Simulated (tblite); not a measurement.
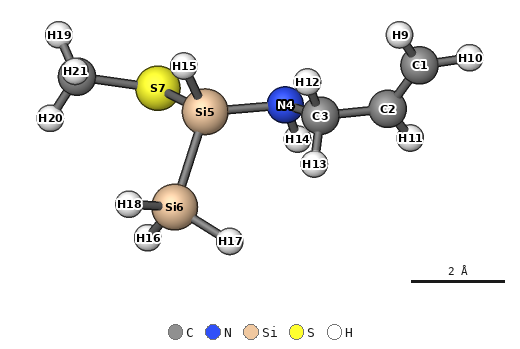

Fig. 1: The starting structure (ball-and-stick view, seen at a tilt; atoms are numbered from 1 in the order of the input).

Run report: C₄H₁₃NSSi₂, geometry relaxation (part 1 of 3)

- system: C₄H₁₃NSSi₂
- method: GFN2-xTB geometry optimisation, gas phase (tblite 0.8.0)

It belongs to a series of runs on one base structure; here: H on N replaced by allyl.

Output
```
step      E/eV     max force
  0    -674.62837    1.911
  1    -674.81378    1.003
  2    -674.88500    0.729
  3    -674.93031    0.636
  4    -674.96961    0.429
  5    -675.00066    0.437
  6    -675.02326    0.392
  7    -675.04733    0.367
  8    -675.06954    0.321
  9    -675.08953    0.280
 10    -675.10495    0.284
 11    -675.11644    0.236
 12    -675.12458    0.215
 13    -675.13069    0.160
 14    -675.13536    0.154
 15    -675.13868    0.132
 16    -675.14103    0.104
 17    -675.14306    0.100
 18    -675.14529    0.103
 19    -675.14782    0.155
 20    -675.15030    0.142
 21    -675.15255    0.102
 22    -675.15486    0.102
 23    -675.15746    0.127
 24    -675.16021    0.162
 25    -675.16263    0.116
 26    -675.16454    0.091
 27    -675.16647    0.125
 28    -675.16884    0.134
 29    -675.17138    0.116
 30    -675.17338    0.111
 31    -675.17496    0.081
 32    -675.17647    0.107
 33    -675.17826    0.120
 34    -675.17988    0.096
 35    -675.18110    0.083
 36    -675.18202    0.074
 37    -675.18308    0.098
 38    -675.18435    0.093
 39    -675.18592    0.128
 40    -675.18739    0.142
 41    -675.18882    0.116
 42    -675.19017    0.095
 43    -675.19139    0.106
 44    -675.19238    0.074
 45    -675.19334    0.090
 46    -675.19440    0.085
 47    -675.19593    0.128
 48    -675.19776    0.139
 49    -675.19946    0.105
 50    -675.20081    0.081
 51    -675.20201    0.082
 52    -675.20311    0.088
 53    -675.20448    0.126
 54    -675.20601    0.108
 55    -675.20750    0.099
 56    -675.20866    0.096
 57    -675.20984    0.096
 58    -675.21087    0.092
 59    -675.21207    0.112
 60    -675.21301    0.086
 61    -675.21378    0.073
 62    -675.21433    0.055
 63    -675.21511    0.067
 64    -675.21603    0.085
 65    -675.21717    0.104
 66    -675.21824    0.089
 67    -675.21904    0.059
 68    -675.21962    0.059
 69    -675.22011    0.091
 70    -675.22079    0.098
 71    -675.22148    0.068
 72    -675.22205    0.061
 73    -675.22240    0.047
 74    -675.22314    0.078
 75    -675.22379    0.077
 76    -675.22444    0.054
 77    -675.22491    0.057
 78    -675.22529    0.052
 79    -675.22562    0.050
 80    -675.22590    0.046
 81    -675.22616    0.046
 82    -675.22642    0.042
 83    -675.22663    0.042
 84    -675.22690    0.048
 85    -675.22727    0.052
 86    -675.22778    0.072
 87    -675.22835    0.068
 88    -675.22885    0.047
 89    -675.22924    0.043
 90    -675.22960    0.040
 91    -675.22998    0.054
 92    -675.23033    0.042
 93    -675.23065    0.036
 94    -675.23098    0.035
 95    -675.23135    0.042
 96    -675.23173    0.045
 97    -675.23202    0.036
 98    -675.23223    0.032
 99    -675.23243    0.043
100    -675.23268    0.042
101    -675.23325    0.035
102    -675.23363    0.040
103    -675.23419    0.049
104    -675.23465    0.048
105    -675.23505    0.034
106    -675.23531    0.033
107    -675.23550    0.040
108    -675.23568    0.033
109    -675.23594    0.037
110    -675.23613    0.033
111    -675.23629    0.029
112    -675.23646    0.033
113    -675.23665    0.032
114    -675.23684    0.027
115    -675.23700    0.032
116    -675.23712    0.031
117    -675.23725    0.028
118    -675.23742    0.027
119    -675.23763    0.031
120    -675.23783    0.027
121    -675.23802    0.028
122    -675.23822    0.028
123    -675.23845    0.031
124    -675.23870    0.031
125    -675.23892    0.029
126    -675.23911    0.027
127    -675.23929    0.028
128    -675.23948    0.029
129    -675.23968    0.029
130    -675.23989    0.032
131    -675.24011    0.034
132    -675.24035    0.038
133    -675.24067    0.047
134    -675.24103    0.049
135    -675.24149    0.052
136    -675.24193    0.039
137    -675.24241    0.043
138    -675.24256    0.036
139    -675.24277    0.026
140    -675.24290    0.028
141    -675.24308    0.029
142    -675.24328    0.034
143    -675.24355    0.045
144    -675.24391    0.046
145    -675.24435    0.045
146    -675.24476    0.058
147    -675.24506    0.065
148    -675.24551    0.050
149    -675.24607    0.067
150    -675.24653    0.064
151    -675.24713    0.059
152    -675.24765    0.058
153    -675.24818    0.061
154    -675.24873    0.084
155    -675.24907    0.063
156    -675.24885    0.157
157    -675.24987    0.048
158    -675.25013    0.044
159    -675.25073    0.069
160    -675.25098    0.053
161    -675.25146    0.055
162    -675.25187    0.047
163    -675.25214    0.043
164    -675.25245    0.054
165    -675.25295    0.070
166    -675.25333    0.070
167    -675.25328    0.080
168    -675.25376    0.042
169    -675.25387    0.030
170    -675.25400    0.018
171    -675.25412    0.023
172    -675.25427    0.037
173    -675.25453    0.047
174    -675.25491    0.051
175    -675.25534    0.089
176    -675.25618    0.089
177    -675.25704    0.113
178    -675.25943    0.136
179    -675.26185    0.171
180    -675.26016    0.216
181    -675.26506    0.203
182    -675.26622    0.335
183    -675.27018    0.099
184    -675.27070    0.281
185    -675.27678    0.165
186    -675.28021    0.113
187    -675.28001    0.286
188    -675.28620    0.132
189    -675.28782    0.108
190    -675.28932    0.169
191    -675.29101    0.091
192    -675.29284    0.108
193    -675.29480    0.096
194    -675.29630    0.110
195    -675.29809    0.135
196    -675.30006    0.096
197    -675.30060    0.117
198    -675.30163    0.074
199    -675.30263    0.072
200    -675.30367    0.098
201    -675.30454    0.072
202    -675.30524    0.057
203    -675.30622    0.075
204    -675.30715    0.091
205    -675.30804    0.084
206    -675.30907    0.077
207    -675.30928    0.113
208    -675.31058    0.072
209    -675.31116    0.060
210    -675.31211    0.048
211    -675.31282    0.046
212    -675.31322    0.037
213    -675.31352    0.037
214    -675.31373    0.034
215    -675.31390    0.030
216    -675.31403    0.026
217    -675.31416    0.021
218    -675.31428    0.024
219    -675.31439    0.022
220    -675.31446    0.021
221    -675.31453    0.018
222    -675.31459    0.019
223    -675.31466    0.019
224    -675.31473    0.018
225    -675.31483    0.019
226    -675.31499    0.027
227    -675.31520    0.033
228    -675.31546    0.031
229    -675.31574    0.037
230    -675.31605    0.049
231    -675.31641    0.049
232    -675.31688    0.068
233    -675.31750    0.079
234    -675.31825    0.081
235    -675.31911    0.068
236    -675.31990    0.080
237    -675.32053    0.144
238    -675.32123    0.046
239    -675.32178    0.044
240    -675.32209    0.052
241    -675.32233    0.031
242    -675.32250    0.025
243    -675.32264    0.022
244    -675.32276    0.038
245    -675.32288    0.024
246    -675.32297    0.023
247    -675.32306    0.017
248    -675.32314    0.017
249    -675.32322    0.025
250    -675.32329    0.018
251    -675.32335    0.018
252    -675.32338    0.014
253    -675.32341    0.010
254    -675.32342    0.011
255    -675.32343    0.005
```

Trajectory as extended XYZ (Å, eV, eV/Å), 23 of the 256 frames kept, from step=0 to step=255
```
21
Properties=species:S:1:pos:R:3:forces:R:3 step=0 energy=-674.62837
C    -4.0206    0.7752    0.0262   -1.7590   0.6570   0.3570
C    -3.0983    0.1091    0.6788   -0.1660   0.0740  -0.6810
C    -1.8151   -0.1965   -0.0416   -0.4920  -0.6010   0.7370
N    -0.7555    0.4473    0.7015    1.4320  -0.9780   0.4230
Si    0.8083    0.1561   -0.0550   -0.2390   1.4620  -0.0270
Si    1.4631   -1.9754   -0.0144    0.6330  -1.0290   0.2450
S     2.2784    1.2819    1.0665   -0.0190   0.4460   0.2760
C     3.7751    1.3024    0.0218   -0.0930  -0.8740  -0.7180
H    -3.8936    1.1031   -0.9974   -0.0490  -0.0520   0.2200
H    -4.9975    1.0353    0.5030    0.9590  -0.2120  -0.5350
H    -3.2842   -0.1956    1.7019    0.4410  -0.0990  -0.1720
H    -1.8509    0.1865   -1.0793    0.1100  -0.2110   0.6250
H    -1.7075   -1.3129   -0.0549    0.1260   0.4850  -0.2630
H    -0.7262    0.0264    1.6675   -0.2120   0.8410  -1.0750
H     0.8569    0.6963   -1.4328   -0.2230   0.1710   0.2390
H     2.4357   -2.1639    1.0936   -0.1990  -0.1630  -0.3330
H     0.2808   -2.7893    0.2538    0.0130  -0.3040  -0.0240
H     2.0713   -2.3393   -1.2997   -0.0050  -0.1940   0.1190
H     4.2008    2.3045   -0.0119   -0.1440  -0.2050   0.1940
H     4.4985    0.5660    0.4328   -0.4560   0.5870  -0.3110
H     3.4716    0.9995   -1.0062    0.3420   0.2000   0.7040
21
Properties=species:S:1:pos:R:3:forces:R:3 step=12 energy=-675.12458
C    -4.0750    0.8012    0.0319   -0.0420   0.0380  -0.0340
C    -3.1046    0.1422    0.6339   -0.0530   0.0350  -0.0220
C    -1.8086   -0.2166   -0.0189    0.0280  -0.0010   0.0310
N    -0.6675    0.3532    0.6666    0.0350   0.1370   0.0030
Si    0.8791    0.1929   -0.0622    0.0390  -0.2100   0.0200
Si    1.5326   -2.0439   -0.0204   -0.0280   0.0470  -0.0600
S     2.2409    1.4272    1.0711   -0.0590   0.0140   0.1070
C     3.7209    1.2915    0.0196   -0.0760  -0.0090  -0.0120
H    -3.9884    1.1404   -0.9830    0.1200   0.0150  -0.1640
H    -5.0122    1.0400    0.4983   -0.0420  -0.0490   0.2030
H    -3.2166   -0.1968    1.6546    0.0190   0.0280   0.0560
H    -1.7864    0.1608   -1.0446   -0.0090  -0.0410   0.0400
H    -1.7406   -1.3181   -0.0678    0.0560   0.0070   0.0140
H    -0.7128    0.2692    1.6723   -0.1580   0.0230  -0.0510
H     0.7573    0.8744   -1.3552    0.0150   0.0030  -0.0690
H     2.4750   -2.3302    1.0614    0.0800  -0.0360   0.0090
H     0.3633   -2.8992    0.2249   -0.0040   0.0090  -0.0080
H     2.1091   -2.5050   -1.2825    0.0740  -0.0310  -0.0440
H     4.1761    2.2757    0.0012    0.0720  -0.0210  -0.0030
H     4.4115    0.5637    0.4354   -0.0420   0.0190   0.0670
H     3.4380    0.9944   -0.9824   -0.0270   0.0200  -0.0840
21
Properties=species:S:1:pos:R:3:forces:R:3 step=23 energy=-675.15746
C    -4.0726    0.8095    0.0356   -0.0740   0.0450  -0.0430
C    -3.0938    0.1564    0.6294   -0.0470   0.0350   0.0330
C    -1.8016   -0.2089   -0.0229   -0.0080  -0.0160   0.0130
N    -0.6727    0.3976    0.6461    0.0190   0.0640  -0.0080
Si    0.8831    0.1618   -0.0399    0.0030   0.0500  -0.0540
Si    1.5652   -2.0655   -0.0487    0.0770  -0.0900   0.0460
S     2.2033    1.4459    1.0871   -0.0650  -0.0250  -0.0150
C     3.6751    1.2902    0.0304    0.0260  -0.0120   0.0040
H    -3.9981    1.1418   -0.9857    0.0230  -0.0270  -0.0430
H    -4.9971    1.0371    0.5376    0.0080   0.0170   0.0430
H    -3.1943   -0.1490    1.6620    0.0300  -0.0380   0.0470
H    -1.7948    0.1295   -1.0599    0.0180  -0.0160  -0.0350
H    -1.7001   -1.3050   -0.0251   -0.0550  -0.1010  -0.0390
H    -0.7841    0.3739    1.6482    0.0620   0.0630   0.0460
H     0.7784    0.8301   -1.3502    0.0380  -0.0580   0.0070
H     2.5312   -2.3808    1.0161   -0.0480   0.0230  -0.0530
H     0.3880   -2.9158    0.1973    0.0610   0.0120  -0.0330
H     2.1720   -2.5414   -1.3008   -0.0540   0.0750   0.0370
H     4.1695    2.2568    0.0231    0.0140  -0.0240   0.0230
H     4.3350    0.5403    0.4571    0.0090  -0.0030  -0.0230
H     3.3995    1.0126   -0.9825   -0.0380   0.0260   0.0450
21
Properties=species:S:1:pos:R:3:forces:R:3 step=35 energy=-675.18110
C    -4.0768    0.8207    0.0499    0.0020  -0.0130   0.0050
C    -3.0934    0.1734    0.6445    0.0330   0.0750   0.0100
C    -1.8127   -0.2217   -0.0185   -0.0270  -0.0400   0.0080
N    -0.6703    0.4190    0.5961   -0.0540   0.0130  -0.0410
Si    0.8896    0.1319   -0.0476   -0.0380  -0.0180   0.0190
Si    1.6094   -2.0811   -0.0496   -0.0250  -0.0010  -0.0250
S     2.1475    1.4483    1.1037    0.0320   0.0030  -0.0460
C     3.6306    1.2812    0.0656   -0.0150   0.0000   0.0220
H    -4.0241    1.0992   -0.9894    0.0090   0.0090   0.0050
H    -4.9769    1.0913    0.5741   -0.0230  -0.0060  -0.0040
H    -3.1669   -0.0991    1.6908    0.0140   0.0230  -0.0210
H    -1.8152    0.0662   -1.0733   -0.0490  -0.0410   0.0250
H    -1.7198   -1.3189    0.0292    0.0240  -0.0410  -0.0160
H    -0.7893    0.5689    1.5859    0.0110   0.0000   0.0220
H     0.8535    0.7149   -1.4009    0.0040   0.0400   0.0070
H     2.5953   -2.4141    0.9835   -0.0090   0.0020  -0.0010
H     0.4571   -2.9710    0.1438    0.0230  -0.0160   0.0220
H     2.1970   -2.4613   -1.3394    0.0230   0.0040   0.0020
H     4.1705    2.2220    0.1067    0.0000  -0.0230   0.0280
H     4.2509    0.4793    0.4557    0.0000   0.0010  -0.0250
H     3.3350    1.0681   -0.9566    0.0650   0.0300   0.0050
21
Properties=species:S:1:pos:R:3:forces:R:3 step=46 energy=-675.19440
C    -4.0838    0.8291    0.0628   -0.0220  -0.0020   0.0010
C    -3.1017    0.1886    0.6666    0.0340   0.0780   0.0000
C    -1.8447   -0.2542   -0.0100    0.0310  -0.0060   0.0290
N    -0.6906    0.4254    0.5399    0.0180   0.0040   0.0050
Si    0.8762    0.1138   -0.0753   -0.0300  -0.0110  -0.0290
Si    1.6212   -2.0941   -0.0653    0.0050   0.0790   0.0030
S     2.1210    1.4420    1.0792   -0.0490   0.0050   0.0460
C     3.6281    1.2761    0.0874    0.0600  -0.0020  -0.0070
H    -4.0374    1.0691   -0.9867   -0.0280  -0.0310   0.0080
H    -4.9739    1.1315    0.5875    0.0040   0.0250  -0.0030
H    -3.1476   -0.0206    1.7286   -0.0180  -0.0350  -0.0290
H    -1.8860   -0.0305   -1.0803    0.0110  -0.0150   0.0440
H    -1.7434   -1.3469    0.0959   -0.0010  -0.0150   0.0140
H    -0.7999    0.6770    1.5115   -0.0250  -0.0310  -0.0450
H     0.8951    0.7061   -1.4264   -0.0270  -0.0100  -0.0110
H     2.6153   -2.4135    0.9631    0.0310   0.0230   0.0130
H     0.5260   -3.0479    0.1344   -0.0370   0.0000  -0.0280
H     2.2351   -2.3972   -1.3623    0.0130  -0.0610  -0.0120
H     4.2044    2.1835    0.2285    0.0310   0.0290   0.0030
H     4.2011    0.4230    0.4366   -0.0020  -0.0520  -0.0050
H     3.3768    1.1565   -0.9614    0.0030   0.0270   0.0040
21
Properties=species:S:1:pos:R:3:forces:R:3 step=58 energy=-675.21087
C    -4.1023    0.8435    0.0713   -0.0070  -0.0380   0.0090
C    -3.1158    0.2235    0.6897    0.0200  -0.0190  -0.0040
C    -1.8862   -0.3081    0.0225    0.0440   0.0000   0.0180
N    -0.7127    0.4166    0.4692    0.0200   0.0150   0.0380
Si    0.8546    0.1099   -0.1510    0.0350   0.0820  -0.0230
Si    1.6531   -2.0737   -0.1113    0.0150  -0.0530  -0.0090
S     2.0964    1.4261    1.0464   -0.0620  -0.0110  -0.0560
C     3.6574    1.2705    0.1296   -0.0330  -0.0050   0.0250
H    -4.1045    0.9899   -0.9961    0.0300   0.0100   0.0080
H    -4.9572    1.2181    0.6076   -0.0200   0.0050  -0.0080
H    -3.1437    0.0820    1.7637    0.0130   0.0370  -0.0160
H    -1.9632   -0.2030   -1.0635    0.0460   0.0180   0.0290
H    -1.7870   -1.3829    0.2462   -0.0200  -0.0090   0.0040
H    -0.8056    0.7623    1.4138    0.0030  -0.0330  -0.0430
H     0.8760    0.6981   -1.5048   -0.0070  -0.0020   0.0180
H     2.6469   -2.3180    0.9420   -0.0200  -0.0060  -0.0060
H     0.5847   -3.0636    0.0767   -0.0020   0.0380   0.0170
H     2.3034   -2.4274   -1.3799    0.0040   0.0190   0.0080
H     4.2968    2.0889    0.4465   -0.0270  -0.0180   0.0150
H     4.1278    0.3223    0.3732   -0.0110  -0.0250  -0.0310
H     3.4722    1.3422   -0.9374   -0.0210  -0.0060   0.0070
```
